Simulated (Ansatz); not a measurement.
**CH2AlN (SMILES N#[C][AlH2]) at B2PLYP/aug-cc-pVDZ**

Aim: the electronic atomisation energy of CH2AlN at B2PLYP/aug-cc-pVDZ, from 5 runs. 

The results are computed with Ansatz 0.2.0.

69 further runs of the same task are left out: 69 set aside as unsound or not needed.

### 1 The system as given

The species is CH2AlN (5 atoms), meant as a singlet with charge 0. SMILES: `N#[C][AlH2]`. Geometry: relaxed at PBE0-D4/def2-TZVP.

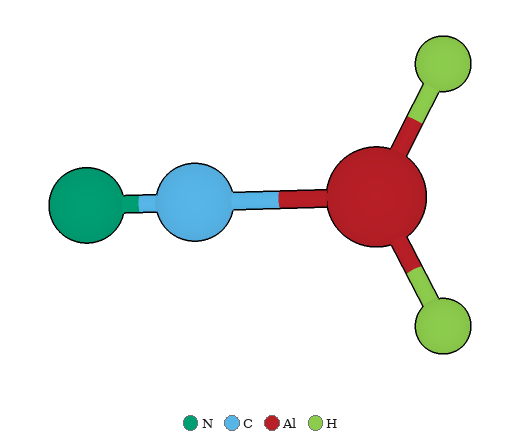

The structure, seen from a chosen angle (nitrogen teal, carbon blue, aluminium red, hydrogen green).

### 2 A single-point energy at B2PLYP/aug-cc-pVDZ

Contents of run.yaml:

```yaml
crystal:
  periodic: [false, false, false]
  atoms:
    - {symbol: "N", position_ang: [1.382300, -1.346000, 1.394200]}
    - {symbol: C, position_ang: [0.714200, -0.698000, 0.711800]}
    - {symbol: Al, position_ang: [-0.407200, 0.390000, -0.434600]}
    - {symbol: H, position_ang: [-1.629700, -0.322900, -1.120200]}
    - {symbol: H, position_ang: [-0.009700, 1.903200, -0.592600]}
basis:
  gaussian:
    orbitals: aug-cc-pVDZ
hamiltonian:
  xc: {name: B2PLYP}
correlation:
  frozen_orbitals: {Al: 5, C: 1, H: 0, "N": 1}
accuracy: high
output:
  orbitals: {seedname: orbitals}
```

Run with:

```bash
$ ansatz run run.yaml --threads 1 --pin off --max-ram 3480MiB --events-out events.jsonl --progress --plain --runs-dir runs
```

Log:

```text
Warning: RAYON_NUM_THREADS=1 ignored (pool sized by the plan → 1); use --threads N
Functional definition: B2PLYP
  name "B2PLYP"
  parameter a = 0.53
  parameter c = 0.27
  exchange = (1 - a)*b88_x + a*exact_x
  correlation = (1 - c)*lyp_c + c*(mp2_os + mp2_ss)
1733 factors; integrals over basis functions are off by at most 3.3e-9 eV
mean field evaluation 1: about -9144.1561 eV, gradient 3.4e1 eV
mean field evaluation 2: about -9144.1546 eV, gradient 3.4e1 eV
mean field evaluation 4: about -9146.9211 eV, gradient 9.4e0 eV
mean field evaluation 8: about -9147.1190 eV, gradient 1.8e-1 eV
mean field evaluation 16: about -9147.1191 eV, gradient 1.4e-6 eV
mean field -9147.11905633 eV, -336.1504251802 hartree, gradient 4.9e-8 eV, S^2 0.000000; 0 other end points of the search recorded, 0 dependent functions left out
7 core orbitals not correlated: weight in the atoms' cores, before any rotation towards them, 1.000 or more for the frozen orbitals, at most 0.000 for the correlated occupied ones
reference -9147.11909137 eV, -336.1504264679 hartree; 7, 7 occupied and 77, 77 virtual orbitals, 1733 factors
second order -12.15518131 eV of doubles, -0.00000000 eV of singles
Total energy: -9150.40099032 eV, -336.2710340298 hartree
```

Wall time 7.5 s (1 thread of Arm Neoverse V2, shared host); peak memory 0.24 GiB.

### 3 The Al atom

Contents of in.yaml:

```yaml
crystal:
  periodic: [false, false, false]
  atoms:
    - {symbol: Al, position_ang: [0.000000, 0.000000, 0.000000]}
basis:
  gaussian:
    orbitals: aug-cc-pVDZ
total_charge: 0
magnetization:
  spin_polarized: true
  initial_magnetization: 1
hamiltonian:
  xc: {name: B2PLYP}
correlation:
  frozen_orbitals: {Al: 5}
accuracy: high
```

Run with:

```bash
$ ansatz run in.yaml --threads 1 --pin off --max-ram 3480MiB --events-out events.jsonl --progress --plain --runs-dir runs
```

Log, cut to the lines that bear on the results:

```text
Warning: RAYON_NUM_THREADS=1 ignored (pool sized by the plan → 1); use --threads N
Functional definition: B2PLYP
  name "B2PLYP"
[...]
226 factors; integrals over basis functions are off by at most 3.8e-9 eV
[...]
mean field -6591.51831614 eV, -242.2338302264 hartree, gradient 5.8e-8 eV, S^2 0.758313; 0 other end points of the search recorded, 0 dependent functions left out
5 core orbitals not correlated: weight in the atoms' cores, before any rotation towards them, 1.000 or more for the frozen orbitals, at most 0.000 for the correlated occupied ones
reference -6591.51833397 eV, -242.2338308820 hartree; 2, 1 occupied and 20, 21 virtual orbitals, 226 factors
second order -1.13676858 eV of doubles, -0.00000000 eV of singles
Total energy: -6591.82526149 eV, -242.2451102601 hartree
```

Run time: 1.1 s. Hardware: 1 thread of Arm Neoverse V2, shared host; peak memory 0.1 GiB.

### 4 The C atom

Contents of job.yaml:

```yaml
crystal:
  periodic: [false, false, false]
  atoms:
    - symbol: C
      position_ang: [0.000000, 0.000000, 0.000000]
basis:
  gaussian:
    orbitals: aug-cc-pVDZ
total_charge: 0
magnetization:
  spin_polarized: true
  initial_magnetization: 2
hamiltonian:
  xc: {name: B2PLYP}
correlation:
  frozen_orbitals: {C: 1}
accuracy: high
```

Run the same way, it converges to -37.81843 Eh (log not shown).

### 5 The H atom, same level

Contents of run.yaml:

```yaml
basis:
  gaussian:
    orbitals: aug-cc-pVDZ
crystal:
  periodic: [false, false, false]
  atoms:
    - {symbol: H, position_ang: [0.000000, 0.000000, 0.000000]}
accuracy: high
correlation:
  frozen_orbitals: {H: 0}
magnetization:
  spin_polarized: true
  initial_magnetization: 1
hamiltonian:
  xc: {name: B2PLYP}
```

Run the same way, it converges to -0.49815 Eh (log not shown).

### 6 The N atom at the same level

Contents of input.yaml:

```yaml
crystal:
  periodic: [false, false, false]
  atoms:
    - {symbol: "N", position_ang: [0.000000, 0.000000, 0.000000]}
basis:
  gaussian: {orbitals: aug-cc-pVDZ}
magnetization: {spin_polarized: true, initial_magnetization: 3}
hamiltonian: {xc: {name: B2PLYP}}
correlation: {frozen_orbitals: {"N": 1}}
accuracy: high
```

Run the same way, it converges to -54.55381 Eh (log not shown).

### 7 Outcome

Level: B2PLYP/aug-cc-pVDZ, 7 core orbitals frozen.

| quantity | value |
| --- | --- |
| molecule: total energy | -336.27103 Eh |
| molecule: HOMO energy (SCF part's orbitals) | -10.40 eV |
| molecule: LUMO energy (SCF part's orbitals) | -1.58 eV |
| molecule: HOMO–LUMO gap (SCF part's orbitals) | 8.83 eV |
| Al atom: total energy | -242.24511 Eh |
| Al atom: ⟨S²⟩ | 0.758 |
| C atom: total energy | -37.81843 Eh |
| C atom: ⟨S²⟩ | 2.005 |
| H atom: total energy | -0.49815 Eh |
| H atom: ⟨S²⟩ | 0.750 |
| N atom: total energy | -54.55381 Eh |
| N atom: ⟨S²⟩ | 3.755 |
| electronic atomisation energy | 17.889 eV |

Taking the molecule apart into free atoms costs 17.89 eV (413 kcal/mol), before zero-point energy and without spin-orbit coupling.
